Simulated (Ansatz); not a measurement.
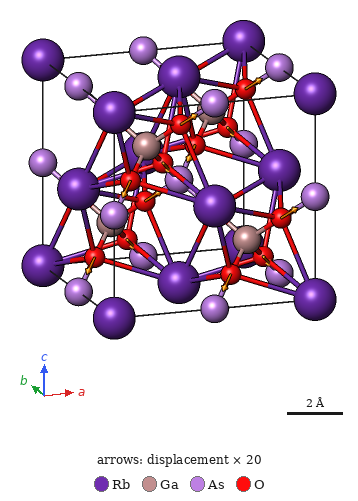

A relaxation of crystalline RbGaAsO$_{4}$ (a generated structure, set up in F-43m) (coarse preliminary run). The starting structure is drawn; orange arrows show the displacements (the part carried along by the change of the cell is left out), 20 times their true length.

A ball-and-stick model of the conventional cell (4 times the calculation's cell), seen slightly off an axis. Lengths and directions refer to the drawn axes.

Theory: DFT PBE, scalar-relativistic, plane waves, PAW in Ansatz 0.2.0. Settings: plane-wave cutoff 420 eV; k-point mesh 4 × 4 × 4; occupations gaussian; smearing width 0.1 eV; no spin polarisation; cell and atoms relaxed; force threshold 0.04 eV/Å; at most 70 steps.

Describe the change and its energy.

Answer. The largest moves relative to the cell, 0.044 Å, are those of O atoms. Ga and As and Rb stay in place. The drawn cell changes as follows: a = b = c 7.869 → 8.464 Å (+7.6 %); the volume changes by +24.4 %. Among the contacts that change: Ga–Rb 3.407 → 3.665 Å, O–Rb 3.263 → 3.517 Å, Ga–O 1.706 → 1.879 Å, As–O 1.702 → 1.786 Å. The space group stays F-43m (No. 216). Over 5 accepted moves (7 points after the start) the energy falls by 2.023 eV per cell of the calculation. The largest force component goes from 0.93 to 0.006 eV/Å. The pressure goes from 24.84 to 0.15 GPa. At 2 points the geometry stayed and the basis and grid were re-selected for the new cell (energy shift of 0.175 eV per cell of the calculation at most each time).

Limits of the set-up: an odd number of electrons was run without spin polarisation, which fails if the electron would localise.
